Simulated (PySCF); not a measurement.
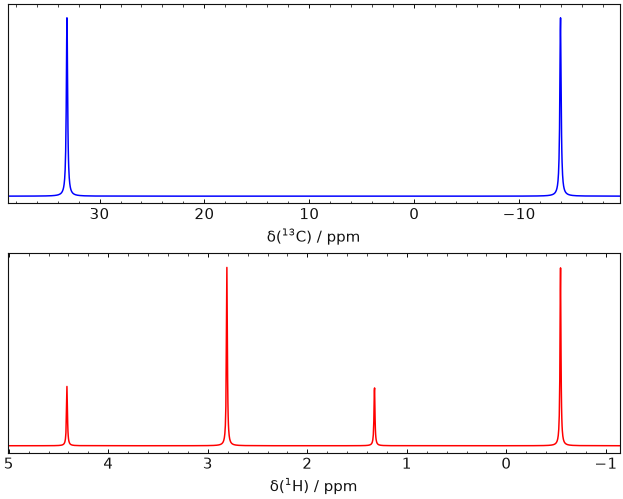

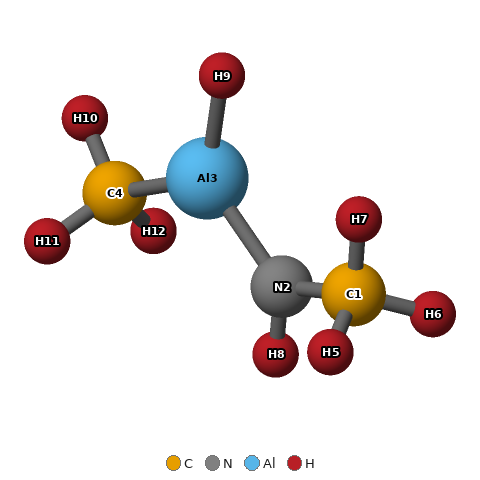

Spectrum and numbered structure of C₂H₈AlN, SMILES C[NH][AlH][CH3], singlet. GIAO shifts, BHandHLYP/pcSseg-2 with PySCF 2.14.0, at a PBE0-D3(BJ)/def2-SVP geometry (no frequency check), against TMS for ¹³C and TMS for ¹H computed at the same level. Gas phase, fully decoupled, line heights follow the number of nuclei, widths are arbitrary (no quadrupolar broadening); values of one conformer, averaged over methyl-type rotors and exact or near symmetry; other conformers aren't averaged in. Protons on N, O or S are those of the isolated molecule, without hydrogen bonds to neighbours or exchange.

### Which atoms give which ¹³C line?

```csv
δ (ppm),nuclei,atoms
33.1,1,C1
−13.9,1,C4
```

### Which atoms give which ¹H line?

```csv
δ (ppm),nuclei,atoms
4.41,1,H9
2.81,3,"H5, H6, H7"
1.33,1,H8
−0.54,3,"H10, H11, H12"
```
